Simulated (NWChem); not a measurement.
# One shape, several levels: BSiH5F− (SMILES F[BH2-][SiH3])

We compute a comparison of 3 runs (HF/STO-3G, HF/3-21G, B3LYP/6-31G*) of BSiH5F−. 

The results are computed with NWChem 7.3.0.

## Step 1: Starting point

BSiH5F− has 8 atoms, charge -1, and is taken as a singlet. As SMILES, `F[BH2-][SiH3]`. The shape is that of a GFN2-xTB optimisation.

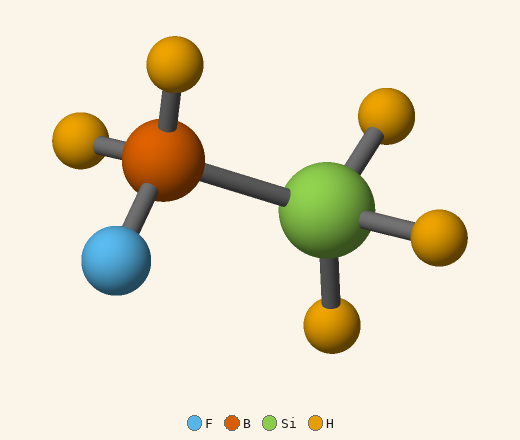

The structure, seen from a chosen angle (fluorine blue, boron orange, silicon green, hydrogen amber).

## Step 2: Energy and gradient at HF/STO-3G (run 1)

Contents of bfh5si.nw:

```
start bfh5si
title "BFH5Si"
memory total 2200 mb
charge -1

geometry units angstrom noautosym nocenter noautoz
  F    -1.937480    0.406580   -0.660960
  B    -0.499490    0.332990   -0.901400
  Si    0.454800   -0.274440    0.729520
  H    -0.139540    1.454280   -1.246950
  H    -0.335260   -0.442010   -1.839350
  H     0.373880    0.538550    1.978980
  H     1.942360   -0.402970    0.629690
  H     0.140720   -1.612990    1.310460
end

basis spherical bse
  * library STO-3G
end

scf
  thresh 1e-08
  maxiter 80
  print low
end

task scf gradient
```

The run is started by

```
$ nwchem bfh5si.nw > bfh5si.out
```

Output:

```text
[...]
  functions       =    24
[...]
  wavefunction    = RHF
[...]
         Total SCF energy =   -410.835993043977
      One-electron energy =   -773.086270866874
      Two-electron energy =    266.423174153262
 Nuclear repulsion energy =     95.827103669636
        Time for solution =      0.5s
[...]
                         RHF ENERGY GRADIENTS
    atom               coordinates                        gradient
                 x          y          z           x          y          z
   1 F      -3.661306   0.768325  -1.249033   -0.030500   0.003006   0.000561
   2 B      -0.943899   0.629260  -1.703399    0.051777  -0.017728   0.039709
   3 Si      0.859447  -0.518616   1.378593   -0.040284   0.019885  -0.050385
   4 H      -0.263692   2.748191  -2.356394   -0.003198   0.024867  -0.010637
   5 H      -0.633550  -0.835278  -3.475867   -0.007118  -0.013514  -0.022814
   6 H       0.706531   1.017712   3.739730    0.002071   0.011150   0.026318
   7 H       3.670528  -0.761503   1.189942    0.029156  -0.003654   0.001986
   8 H       0.265922  -3.048109   2.476410   -0.001904  -0.024012   0.015263
 Task  times  cpu:        0.8s     wall:        0.8s
 Total times  cpu:        0.8s     wall:        0.8s
```

Wall time 1.4 s (1 thread of Intel Xeon 6975P-C (Granite Rapids), shared host); peak memory 0.096 GiB.

## Step 3: Energy and forces at HF/3-21G (run 2)

Contents of struct.xyz:

```xyz
8
BFH5Si hf
F     -1.937480     0.406580    -0.660960
B     -0.499490     0.332990    -0.901400
Si     0.454800    -0.274440     0.729520
H     -0.139540     1.454280    -1.246950
H     -0.335260    -0.442010    -1.839350
H      0.373880     0.538550     1.978980
H      1.942360    -0.402970     0.629690
H      0.140720    -1.612990     1.310460
```

Contents of struct.nw:

```
start struct
title "BFH5Si hf"
memory stack 880 mb heap 220 mb global 1100 mb
charge -1

geometry units angstrom noautosym nocenter noautoz
  load format xyz struct.xyz
end

basis spherical bse
  * library 3-21G
end

scf
  thresh 1e-08
  maxiter 80
  noprint "final vectors analysis"
end

task scf gradient
```

The run is started by

```
$ nwchem struct.nw > struct.out
```

Output:

```text
[...]
  functions       =    41
[...]
  wavefunction    = RHF
[...]
         Total SCF energy =   -413.774389796009
      One-electron energy =   -772.439372118461
      Two-electron energy =    262.837878652816
 Nuclear repulsion energy =     95.827103669636
        Time for solution =      0.6s
[...]
                         RHF ENERGY GRADIENTS
    atom               coordinates                        gradient
                 x          y          z           x          y          z
   1 F      -3.661306   0.768325  -1.249033    0.001963   0.002755  -0.009419
   2 B      -0.943899   0.629260  -1.703399    0.036897  -0.014112   0.033046
   3 Si      0.859447  -0.518616   1.378593   -0.013387   0.006419  -0.016191
   4 H      -0.263692   2.748191  -2.356394   -0.012461   0.001716  -0.002672
   5 H      -0.633550  -0.835278  -3.475867   -0.012353   0.002385  -0.002631
   6 H       0.706531   1.017712   3.739730    0.003460  -0.008858  -0.006157
   7 H       3.670528  -0.761503   1.189942   -0.009501  -0.000298   0.004416
   8 H       0.265922  -3.048109   2.476410    0.005383   0.009993  -0.000392
[...]
```

Wall time 1.5 s (1 thread of Intel Xeon 6975P-C (Granite Rapids), shared host); peak memory 0.097 GiB.

## Step 4: Energy and forces at B3LYP/6-31G(d) (Cartesian functions) (run 3)

Contents of mol.xyz:

```xyz
8

F     -1.937480     0.406580    -0.660960
B     -0.499490     0.332990    -0.901400
Si     0.454800    -0.274440     0.729520
H     -0.139540     1.454280    -1.246950
H     -0.335260    -0.442010    -1.839350
H      0.373880     0.538550     1.978980
H      1.942360    -0.402970     0.629690
H      0.140720    -1.612990     1.310460
```

Contents of run.py:

```python
from ase.io import read
from ase.calculators.nwchem import NWChem

molecule = read('mol.xyz')

calc = NWChem(
    label='mol',
    theory='dft',
    memory='2200 mb',
    basis='6-31G*',
    charge=-1,
    dft={'xc': 'b3lyp', 'mult': '1', 'grid': 'xfine', 'convergence': 'energy 1e-08', 'iterations': '100', 'mulliken': None},
)
molecule.calc = calc

forces = molecule.get_forces()
print(f"energy = {molecule.get_potential_energy():.6f} eV")
print("forces (eV/A):")
for s, f in zip(molecule.symbols, forces):
    print(f"{s:2s} {f[0]:10.5f} {f[1]:10.5f} {f[2]:10.5f}")
print("dipole (e A):", molecule.get_dipole_moment().round(4))
```

The run is started by

```
$ export ASE_NWCHEM_COMMAND="nwchem PREFIX.nwi > PREFIX.nwo"
$ python run.py
```

Output:

```text
energy = -11354.052400 eV
forces (eV/A):
F     0.00740   -0.11452    0.36258
B    -1.56611    0.49201   -1.06300
Si    0.47257   -0.19319    0.46568
H     0.52528    0.08156    0.04479
H     0.49576   -0.18553   -0.03080
H    -0.13941    0.35049    0.30025
H     0.42290   -0.00339   -0.14234
H    -0.21834   -0.42742    0.06279
dipole (e A): [ 0.3773 -0.1163  0.2479]
```

The calculator wrote mol.nwi:

```
title "mol"

permanent_dir mol

scratch_dir mol

start mol

geometry units angstrom nocenter noautosym noautoz
  F  -1.9374800000000001e+00 4.0658000000000000e-01 -6.6095999999999999e-01
  B  -4.9948999999999999e-01 3.3299000000000001e-01 -9.0139999999999998e-01
  Si 4.5479999999999998e-01 -2.7444000000000002e-01 7.2951999999999995e-01
  H  -1.3954000000000000e-01 1.4542800000000000e+00 -1.2469500000000000e+00
  H  -3.3526000000000000e-01 -4.4201000000000001e-01 -1.8393500000000000e+00
  H  3.7387999999999999e-01 5.3854999999999997e-01 1.9789800000000000e+00
  H  1.9423600000000001e+00 -4.0296999999999999e-01 6.2968999999999997e-01
  H  1.4072000000000001e-01 -1.6129899999999999e+00 1.3104600000000000e+00
end

charge -1

memory 2200 mb

basis noprint
   * library 6-31G*
end

dft
  xc b3lyp
  mult 1
  grid xfine
  convergence energy 1e-08
  iterations 100
  mulliken
end

task dft gradient
```

mol.nwo:

```text
Northwest Computational Chemistry Package (NWChem) 7.3.0
             --------------------------------------------------------

           Job information
           ---------------

    nwchem branch   = 7.3.0
    use scalapack   = T
    input           = mol.nwi
    prefix          = mol.
    data base       = mol/mol.db
    status          = startup
    nproc           =        1

           Memory information
           ------------------

[... 5 lines left out ...]
    hardfail = no
[... 108 lines left out ...]
  convergence criterion.
[... 43 lines left out ...]
          Spatial weights used:  Erf1
[... 34 lines left out ...]
 1-e energy   =    -788.382158
[... 50 lines left out ...]
           Coulomb energy =      299.891126494598
[... 485 lines left out ...]
          Convergence on density requested:  1.00D-05
[... 29 lines left out ...]
          total energy or number of iterations.
[... 36 lines left out ...]
                 ----------------------------------------
                 |  Time  |  1-e(secs)   |  2-e(secs)   |
                 ----------------------------------------
                 |  CPU   |       0.00   |       1.45   |
                 ----------------------------------------
                 |  WALL  |       0.00   |       1.45   |
                 ----------------------------------------

 Task  times  cpu:       14.7s     wall:       14.7s
 Total times  cpu:       14.7s     wall:       14.7s
```

It took 16 s on 1 thread of Intel Xeon 6975P-C (Granite Rapids), shared host; peak memory 0.14 GiB.

## Step 5: All runs side by side

```csv
run,level,Cartesian functions,iteration cap,energy (Eh),largest force (eV/Å),wall time
1,HF/STO-3G,no,80,-410.835993,3.477,1.4 s
2,HF/3-21G,no,80,-413.774390,2.648,1.5 s
3,B3LYP/6-31G* (Cartesian functions),yes,100,-417.253733,1.956,16 s
```

## Step 6: Summary of results

| quantity | value |
| --- | --- |
| run 3: total energy | -417.25373 Eh |
| run 3: HOMO energy | -1.11 eV |
| run 3: LUMO energy | 6.33 eV |
| run 3: HOMO–LUMO gap (to an unbound level, set by the basis) | 7.44 eV |
| run 3: largest force on an atom | 1.956 eV/Å |

In run 1 the basis is minimal, so the values are rough. All runs together took 19 s, the longest 16 s.
